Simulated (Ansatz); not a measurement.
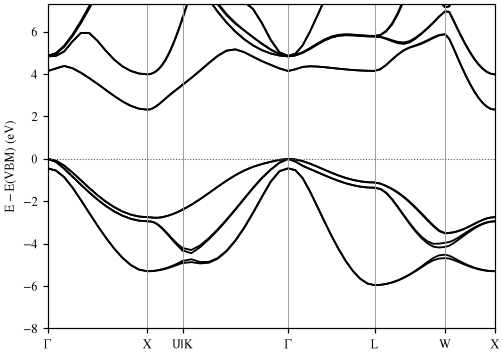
Band structure from the program Ansatz at the PBEsol with spin–orbit coupling level (PAW)

Problem. Read off the gap and where the band edges lie.

Solution. About 2.3 eV (2.32 eV by a search for the band edges); maximum at Γ, minimum at X.

The material is BeSe (zinc blende, F-43m).

The cell was relaxed with PBEsol under the symmetry of its start.

Potentials: the earlier of the program's two PAW sets. The files were generated under PBE; for other functionals the program regenerates the frozen cores, and for LDA and PBEsol the local potential too.
